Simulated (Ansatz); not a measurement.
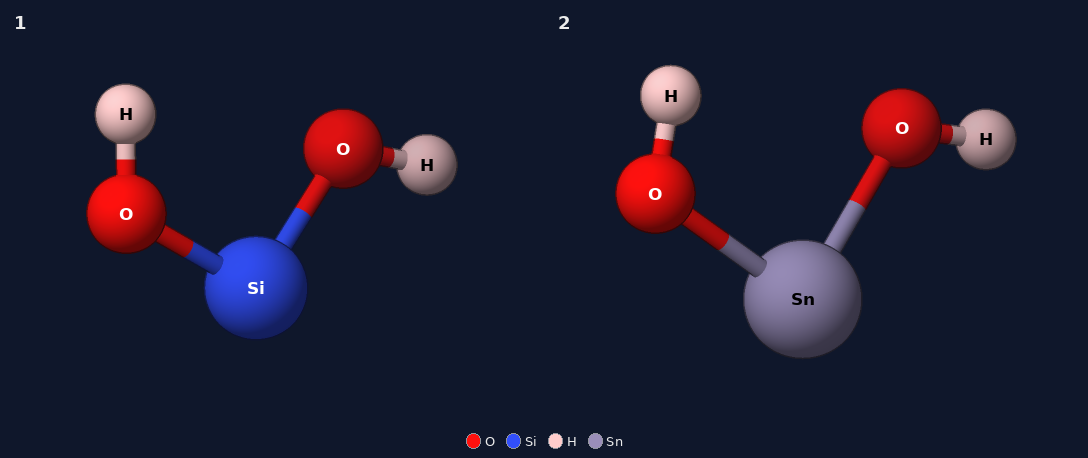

2 molecules with one skeleton, seen from the same side and at one scale. Charge 0, singlet. Computed geometries: PBE0-D4/def2-TZVP optimisations, one conformation each. Properties computed with Ansatz 0.2.0. Elements past Kr carry core potentials.

One atom differs, called X below: Si in panel 1, Sn in panel 2. Their formulas are H2O2Si (`O[Si]O`), H2O2Sn (`[OH][Sn][OH]`).

Question: In which is the HOMO–LUMO gap larger (PBE0-D4/def2-TZVPP)?

Answer: In panel 1 (X = Si).

Question: In which is the HOMO energy (Kohn–Sham orbital) higher (PBE0-D4/def2-TZVPP)?

Answer: In panel 1 (X = Si).

Give the values. With PBE0-D4/def2-TZVP: mean length of X–O (Å), angle O–X–O (°). With PBE0-D4/def2-TZVPP: HOMO energy (Kohn–Sham orbital) (eV), HOMO–LUMO gap (eV), vertical ionisation energy (eV). With PBE-D4/def2-TZVPP: dipole moment (D).

```csv
quantity,1 (Si),2 (Sn),2 − 1
mean length of X–O (Å),1.652,1.977,+0.325
angle O–X–O (°),99.4,91.9,−7.5
HOMO energy (Kohn–Sham orbital) (eV),−7.10,−7.47,−0.37
HOMO–LUMO gap (eV),6.01,5.54,−0.47
vertical ionisation energy (eV),9.52,9.71,+0.19
dipole moment (D),1.82,2.35,+0.53
```
